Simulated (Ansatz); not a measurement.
# Au(111) with 4 thermally displaced layers, 2x2: scattering by thermal displacements, part 2 of 2

How much do lattice vibrations at 80 K scatter the electrons of Au? Layers with random displacements are laid between perfect leads, and the resistance is followed against their length. The measured value for the pure metal at this temperature is 0.481 µΩ cm (CRC Handbook of Chemistry and Physics, 84th ed., 2003, Electrical Resistivity of Pure Metals).

Ansatz 0.2.0; Ansatz plane-wave DFT, PBE, PAW files; ballistic transport by layer matching (Landauer), zero bias; PAW set soft_1.

So far, open channels per spin nearest the Fermi level: step 2 (with 4 displaced layers) 3.21.

## Step 4: With 12 displaced layers

System of this step: Au(111) with 12 thermally displaced layers, 2x2. The cell holds 72 atoms: 72 Au. Cell: a = 5.768 Å, b = 5.768 Å, c = 42.382 Å, α = 90.0°, β = 90.0°, γ = 120.0°. It derives from Au. Regions: lead, 24 atoms (24 Au); scattering region, 48 atoms (48 Au). The structure is stacked along c, and the current runs across the ab planes.

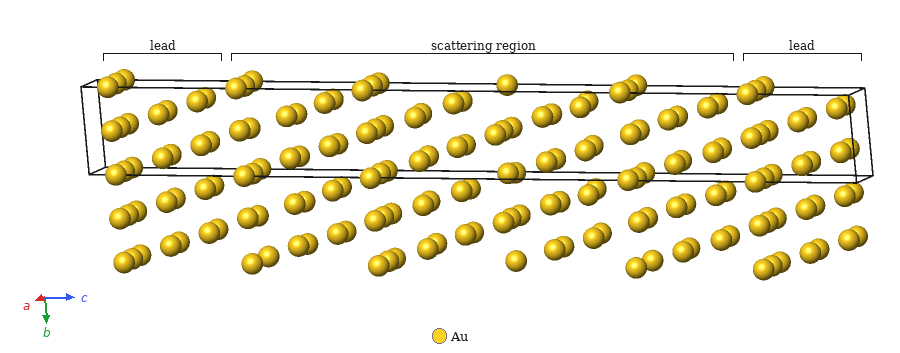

The cell of this step (gold yellow). 1×2×1 cells are drawn. Some periodic images of atoms are drawn too.

The input, input.yaml:

```yaml
crystal:
  lattice:
    - [5.7675164607, 0.0, 0.0]
    - [-2.8837582304, 4.9948157718, 0.0]
    - [0.0, 0.0, 42.3824172358]
  atoms:
    - { symbol: Au, position: [0.0, 0.0, 0.0277777778] }
    - { symbol: Au, position: [0.0, 0.5, 0.0277777778] }
    - { symbol: Au, position: [0.5, 0.0, 0.0277777778] }
    - { symbol: Au, position: [0.5, 0.5, 0.0277777778] }
    - { symbol: Au, position: [0.1666666667, 0.3333333333, 0.0833333333] }
    - { symbol: Au, position: [0.1666666667, 0.8333333333, 0.0833333333] }
    - { symbol: Au, position: [0.6666666667, 0.3333333333, 0.0833333333] }
    - { symbol: Au, position: [0.6666666667, 0.8333333333, 0.0833333333] }
    - { symbol: Au, position: [0.3333333333, 0.1666666667, 0.1388888889] }
    - { symbol: Au, position: [0.3333333333, 0.6666666667, 0.1388888889] }
    - { symbol: Au, position: [0.8333333333, 0.1666666667, 0.1388888889] }
    - { symbol: Au, position: [0.8333333333, 0.6666666667, 0.1388888889] }
    - { symbol: Au, position: [0.9948775222, 0.9990887837, 0.1947363354] }
    - { symbol: Au, position: [0.9876429903, 0.4810639609, 0.1943605901] }
    - { symbol: Au, position: [0.50725863, 0.010675186, 0.1951148151] }
    - { symbol: Au, position: [0.4909514499, 0.492875405, 0.1967769064] }
    - { symbol: Au, position: [0.182130901, 0.3513613653, 0.2524703344] }
    - { symbol: Au, position: [0.1615888592, 0.8371257852, 0.2505315122] }
    - { symbol: Au, position: [0.6741044169, 0.3386676231, 0.2502344003] }
    - { symbol: Au, position: [0.6607560575, 0.8185432667, 0.2498081207] }
    - { symbol: Au, position: [0.327580573, 0.1679078246, 0.3050131626] }
    - { symbol: Au, position: [0.3426374672, 0.674729352, 0.3059136646] }
    - { symbol: Au, position: [0.8364860833, 0.1675816003, 0.3050360724] }
    - { symbol: Au, position: [0.8294915058, 0.6617877059, 0.3060056532] }
    - { symbol: Au, position: [0.0029813249, 0.0057220205, 0.3595697675] }
    - { symbol: Au, position: [0.0038143213, 0.4924922938, 0.3602592821] }
    - { symbol: Au, position: [0.4955439527, 0.9944542457, 0.3614488408] }
    - { symbol: Au, position: [0.4898415611, 0.4894724494, 0.3601299088] }
    - { symbol: Au, position: [0.1780689477, 0.3337689963, 0.4153122335] }
    - { symbol: Au, position: [0.1590799955, 0.818017159, 0.4187427141] }
    - { symbol: Au, position: [0.6560270668, 0.338046002, 0.4172973181] }
    - { symbol: Au, position: [0.6557834876, 0.8362891469, 0.4178234699] }
    - { symbol: Au, position: [0.3386040133, 0.1692360166, 0.473323254] }
    - { symbol: Au, position: [0.3363608436, 0.6699783157, 0.4720752262] }
    - { symbol: Au, position: [0.8340860541, 0.1574000212, 0.4731407341] }
    - { symbol: Au, position: [0.8236577191, 0.6559306689, 0.4726459417] }
    - { symbol: Au, position: [0.0191653837, 0.0094664129, 0.5271795807] }
    - { symbol: Au, position: [0.0037153126, 0.4955289295, 0.5276339048] }
    - { symbol: Au, position: [0.4893582867, 0.977190141, 0.528000067] }
    - { symbol: Au, position: [0.4877902752, 0.49313506, 0.5260673611] }
    - { symbol: Au, position: [0.1490956717, 0.3240481794, 0.5842910955] }
    - { symbol: Au, position: [0.1807453496, 0.8330852234, 0.5845999025] }
    - { symbol: Au, position: [0.6550058887, 0.3145125636, 0.5835072492] }
    - { symbol: Au, position: [0.6683561741, 0.8291141868, 0.5836839388] }
    - { symbol: Au, position: [0.3339647483, 0.1581675945, 0.6371756374] }
    - { symbol: Au, position: [0.3304083749, 0.664589063, 0.63847977] }
    - { symbol: Au, position: [0.8502424914, 0.1836527393, 0.6384055434] }
    - { symbol: Au, position: [0.8439223245, 0.6759288526, 0.6397162102] }
    - { symbol: Au, position: [0.0070138657, 0.996168423, 0.6953026819] }
    - { symbol: Au, position: [0.0212138837, 0.5079109934, 0.6937253157] }
    - { symbol: Au, position: [0.5113938603, 0.0124264155, 0.6948724995] }
    - { symbol: Au, position: [0.5027918624, 0.5151895278, 0.6929946098] }
    - { symbol: Au, position: [0.170878672, 0.3331741068, 0.7486152476] }
    - { symbol: Au, position: [0.1787745215, 0.8367578131, 0.7486464162] }
    - { symbol: Au, position: [0.669672046, 0.3290848146, 0.7477926056] }
    - { symbol: Au, position: [0.6620910125, 0.8359276386, 0.7507374687] }
    - { symbol: Au, position: [0.3349670419, 0.1671112547, 0.8061007834] }
    - { symbol: Au, position: [0.3373275535, 0.6782521826, 0.8057279923] }
    - { symbol: Au, position: [0.8385006828, 0.1719900966, 0.804329151] }
    - { symbol: Au, position: [0.8348106771, 0.6817134472, 0.8059445418] }
    - { symbol: Au, position: [0.0, 0.0, 0.8611111111] }
    - { symbol: Au, position: [0.0, 0.5, 0.8611111111] }
    - { symbol: Au, position: [0.5, 0.0, 0.8611111111] }
    - { symbol: Au, position: [0.5, 0.5, 0.8611111111] }
    - { symbol: Au, position: [0.1666666667, 0.3333333333, 0.9166666667] }
    - { symbol: Au, position: [0.1666666667, 0.8333333333, 0.9166666667] }
    - { symbol: Au, position: [0.6666666667, 0.3333333333, 0.9166666667] }
    - { symbol: Au, position: [0.6666666667, 0.8333333333, 0.9166666667] }
    - { symbol: Au, position: [0.3333333333, 0.1666666667, 0.9722222222] }
    - { symbol: Au, position: [0.3333333333, 0.6666666667, 0.9722222222] }
    - { symbol: Au, position: [0.8333333333, 0.1666666667, 0.9722222222] }
    - { symbol: Au, position: [0.8333333333, 0.6666666667, 0.9722222222] }
kpoints:
  mp_grid: { grid: [5, 5, 1] }
hamiltonian:
  xc: pbe
  pseudopotentials: { kind: paw, azcp: { folder: soft_1 } }
scf:
  occupations: { method: fermi_dirac, width: 0.1 }
output:
  transmission:
    leads: [[0, 4]]
    kmesh: [10, 10]
    e_range: [-0.05, 0.05]
    de: 0.05
  write_potential: true
  write_density: true
  volumetric_format: npy
```

Run with:

```console
$ ansatz run input.yaml --threads 4 --pin off --max-ram 15360MiB --backend cpu --events-out ev --progress --plain --runs-dir out
```

Numbers of over 12 decimals in the logs are rounded to 6 here.

Output:

```text
[...]
Crystal: 72 atoms, lattice volume = 1220.939 Å³
Basis set: ecut = 420 eV, 23937 PW (Γ)
Bands: 821, of which v1, the nominal top of the filled ones, is band 684 counted from 1 (683 counted from 0)
Symmetry: 1 space group operations
[...]
k-points: 13 of 25 (time reversal used)
[...]
SCF iter   1: F=—  HF=-946901.751582 eV  |F-HF|=—  |Δ(HF+E_count)|=         —  Δρ=6.75e-2  dr2=6.11e1  ethr=3.10e-3  ⟨swp⟩=4.0  Hψ=31778  notcnv=0  defer=168
[...]
SCF iter  11: F=-946883.833487 eV  HF=-946883.833487 eV  |F-HF|=1.05e-8  |Δ(HF+E_count)|=   3.96e-9  Δρ=4.88e-7  dr2=1.22e-8  ethr=7.31e-12  ⟨swp⟩=2.0  Hψ=19605  notcnv=0
SCF 1 converged in 11 iterations: F = -946883.833487 eV  dr2 = 1.22e-8
[...]
transmission: 278 of 2756 steps passed
transmission: 552 of 2756 steps passed
[...]
transmission: 2756 of 2756 steps passed
SCF converged after 11 iterations
Free energy (F): -946883.833487 eV
[...]
Internal energy: -946883.033367 eV  (E = F + TS)
E sigma→0 (E₀):  -946883.433427 eV
Entropy (-TS):   -0.800119 eV (-11.113 meV/atom)
Fermi energy:    20.710465 eV
[...]
--- Band table (eV; the first three rows and the last of 13) ---
  k-point 0: bands = [... 680 lower, 20.8992, 21.3373, 21.3632, 21.3662, 21.3772, 21.3840, 21.3998, 21.6312, ... 133 higher]
  k-point 1: bands = [... 680 lower, 20.4376, 20.5571, 20.5616, 20.7042, 20.7082, 20.8152, 20.8215, 20.9256, ... 133 higher]
  k-point 2: bands = [... 680 lower, 20.4950, 20.5041, 20.5854, 20.5903, 20.7362, 20.7632, 20.7857, 20.8058, ... 133 higher]
  k-point 12: bands = [... 680 lower, 19.9352, 20.3453, 20.3527, 20.7492, 20.7618, 21.0262, 21.0315, 21.4806, ... 133 higher]
--- Transmission ---
  basis      : 253 plane waves across, 53 finite elements along
  points     : 52, standing for a mesh of 10 x 10
[...]
channels       : 3.210000e0 a spin
[...]
junction   : crystal 0 to crystal 0, 0.70 to 40.73 Å
    transmission   : 3.120031e0 a spin
[...]
```

Elapsed: 23 min, on 4 threads of AMD EPYC 7R43, shared host; peak memory 9.9 GiB.

This step gave:

```
free energy                                   : -946883.8335 eV
energy at zero smearing                       : -946883.4334 eV
Fermi energy                                  : 20.71 eV
transmission per spin nearest the Fermi level : 3.120
step of the lead's potential                  : 4 meV
```

Per spin. The transmission, zone mean by energy, zero at the Fermi level:

```
energy (eV)  transmission, zone mean
    -0.0500                     3.11
     0.0000                     3.12
     0.0500                     3.12
```

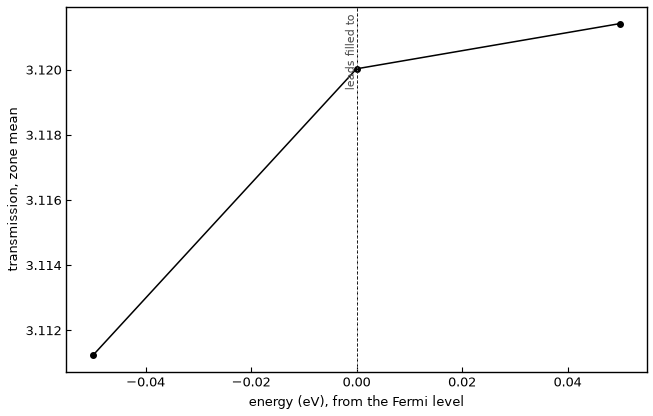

Transmission, zone mean against energy.

Over the solved energies the transmission per spin lies between 3.11 and 3.12, out of 3.21 channels of the lead on average (up to 3.21).

## Step 5: Resistance against length

This step: Ansatz plane-wave DFT, PBE, PAW files; ballistic transport by layer matching (Landauer), zero bias; resistivity from the slope of the area resistance; PAW set soft_1 (Ansatz 0.2.0).

This step gave:

| Item | Value |
| --- | --- |
| resistivity | 1.372 µΩ cm |
| intercept | -0.005079 fΩ m² |
| scatter about the fit | 9.28e-4 fΩ m² |

Resistance, by row:

```
run  length (Å)      T  channels N  RA (fΩ m²)
 n4       9.418  3.187        3.21    0.008499
 n8       18.84  3.157        3.21     0.01945
n12       28.25  3.118        3.21     0.03434
```

Area resistance against length of the displaced region:

```
length of the displaced region (Å)  area resistance (fΩ m²)
                              9.42                  0.00850
                             18.84                   0.0195
                             28.25                   0.0343
```

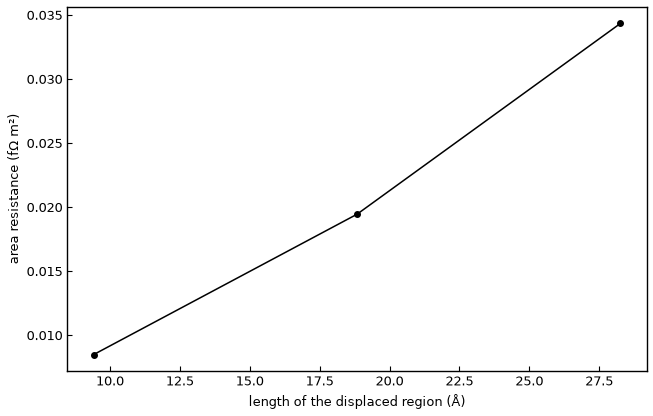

Area resistance against length of the displaced region.

The area resistance goes from 0.0085 to 0.034 fΩ m² between 9.4 and 28.3 Å, a slope of 1.4 µΩ cm.

By hand from the end points: (0.03434 − 0.008499) fΩ m² / (28.25 − 9.42) Å = 1.4 µΩ cm, since 1 fΩ m² per Å is 1000 µΩ cm.

## Step 6: Results

- resistivity from the slope: 1.37 µΩ cm
- area resistance over 9.42 Å: 0.00850 fΩ m²
- area resistance over 18.8 Å: 0.0195 fΩ m²
- area resistance over 28.3 Å: 0.0343 fΩ m²

**Reading.** The slope gives 1.4 µΩ cm. The points scatter by 9.3e-4 fΩ m² about the line, with one random draw a length in a 2x2 cell, so the slope is a rough value. The mean square of the displacements drawn is 0.75, 0.94 and 0.81 of the nominal one at the three lengths; with each resistance scaled back by that, the slope is 1.6 µΩ cm, the value used below. Read with a model of isotropic scattering on a spherical Fermi surface and the lead's 0.86×10¹⁵ S/m², this slope means a mean free path near 659 Å; over these lengths the model's slope is 1.25 times its bulk resistivity, which would be 1.3 µΩ cm. Uncorrelated displacements put too much weight on short waves, which scatter strongly; with the sideways repeat of a small cell, one draw and three short lengths, the method is good to a factor of two or three. The measured value is 0.481 µΩ cm (CRC Handbook of Chemistry and Physics, 84th ed., 2003, Electrical Resistivity of Pure Metals); the scaled slope is 3.4 times that and the corrected value 2.7: clearly high. Spin-orbit coupling is left out, which matters for Au.

[Logs are printed without paths, hosts, clocks, repeated set-up lines and the standing remarks that a program may print on its own settings, such as how far it seeks lower states.]

[Hosts, paths, dates, database ids (printed as entryN), source tags and the programs' standing remarks are cut or masked in the printed files.]
